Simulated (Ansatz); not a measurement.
The calculation's input:

```
crystal:
  periodic: [false, false, false]
  atoms:
    - {symbol: Si, position_ang: [-0.826903, -0.148321, 0.230556]}
    - {symbol: O, position_ang: [0.889922, 0.194607, 0.823436]}
    - {symbol: H, position_ang: [-1.126369, -1.501711, -0.285132]}
    - {symbol: H, position_ang: [-1.661840, 0.995094, -0.206939]}
    - {symbol: H, position_ang: [-1.223823, -0.267059, 1.684710]}
    - {symbol: H, position_ang: [1.267612, 0.535797, -0.098862]}
    - {symbol: S, position_ang: [0.542266, 0.336944, -1.821634]}
    - {symbol: H, position_ang: [1.019418, 0.723941, 1.622128]}
    - {symbol: H, position_ang: [1.119518, -0.869290, -1.948163]}
basis:
  gaussian: {orbitals: def2-TZVPP}
hamiltonian: {xc: pbe0, dispersion: d4}
output: {orbitals: {seedname: orbitals}}
```

Launched as:

```sh
ansatz run in.yaml --threads 2 --pin off --events-out ev --progress --plain --max-ram 4352MiB
```

A transition-state structure; geometry: PBE0-D4/def2-TZVP.

Method: RKS PBE0-D4/def2-TZVPP in Ansatz.

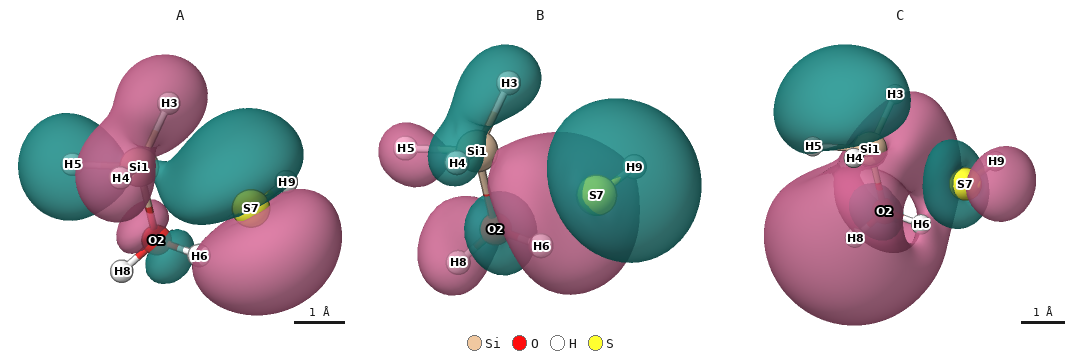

H5OSi···HS. Three frontier orbitals at ±0.06 Å⁻³ᐟ² (teal and pink are the two phases), in no order.

Q: Order the three orbitals by energy and name them.

A: B is the HOMO−1 (−7.35 eV). It lies mainly on S7 (about 70 %) and O2 (about 10 %); largely a lone pair of S7. A is the HOMO (−6.74 eV). By Hirshfeld shares it lies mainly on S7 (about 65 %), Si1 (about 10 %) and H5 (about 10 %). C is the LUMO (−0.33 eV). It lies mainly on Si1 (about 30 %), H8 (about 30 %), O2 (about 15 %) and S7 (about 10 %).

Q: What is the HOMO–LUMO gap?

A: 6.41 eV between the orbital energies.
